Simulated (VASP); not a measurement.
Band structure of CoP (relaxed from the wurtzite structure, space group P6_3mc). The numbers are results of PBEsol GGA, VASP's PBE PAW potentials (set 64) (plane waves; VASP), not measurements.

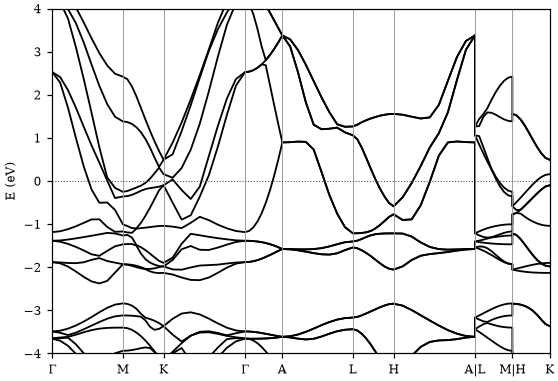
*Bands along high-symmetry lines, zero at the valence-band maximum or, without a gap, the Fermi level*

Problem. Read the plot: is there a gap, and where are the band edges?

Solution. It has no gap at this level: it comes out as a metal or semimetal. (Edges off the drawn lines would not show.)

The structure was generated: CoP was put into the wurtzite type (P6_3mc), which need not be its known phase. It was relaxed first, which changed the volume by -24 %. The run is not spin-polarised, so no magnetic state was tried.
